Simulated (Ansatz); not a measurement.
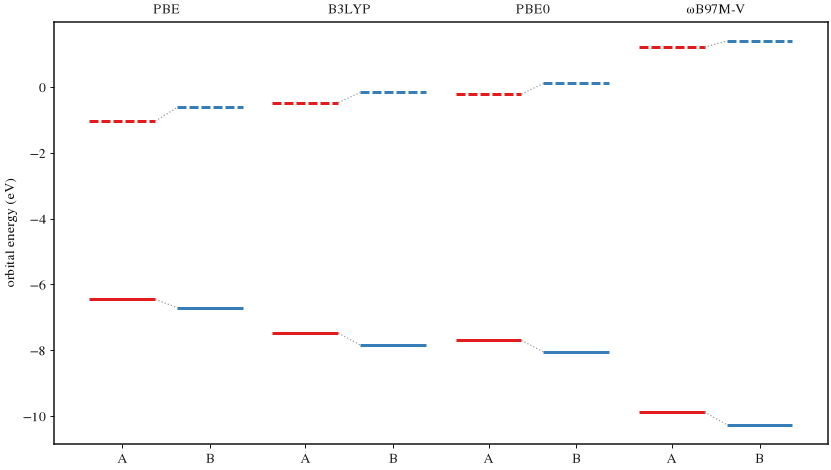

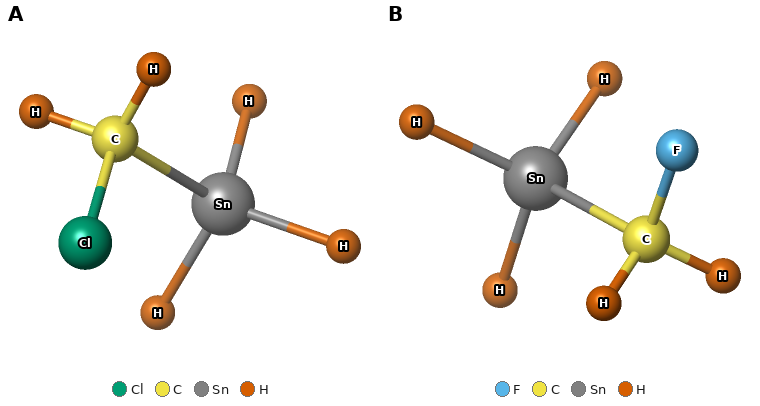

One change: A, CH₅ClSn (SMILES Cl[CH2][SnH3]), becomes B, CH₅FSn (SMILES F[CH2][SnH3]). Cl on C is replaced by F. HOMO (solid) and LUMO (dashed) computed in def2-TZVPP at PBE0-D4/def2-TZVP geometries, both minima by their frequencies, gas phase, the Ansatz code 0.2.0. Empty levels above zero depend strongly on the basis.

> What does the change do to HOMO and LUMO?

PBE: the HOMO falls by 0.25 eV, the LUMO rises by 0.42 eV, and the separation goes from 5.42 to 6.09 eV. B3LYP: the HOMO falls by 0.37 eV, the LUMO rises by 0.31 eV, and the separation goes from 7.00 to 7.68 eV. PBE0: the HOMO falls by 0.35 eV, the LUMO rises by 0.32 eV, and the separation goes from 7.49 to 8.16 eV. ωB97M-V: the HOMO falls by 0.38 eV, the LUMO rises by 0.19 eV, and the separation goes from 11.09 to 11.66 eV.

> Do the functionals agree on the effect?

They agree on the direction for both levels; the HOMO shift lies between −0.38 and −0.25 eV and the LUMO shift between 0.19 and 0.42 eV, while the separations themselves differ by up to 5.7 eV between functionals.

Known limits of this run: core potentials past krypton; spin-orbit coupling is left out, and with Sn it can shift these values.
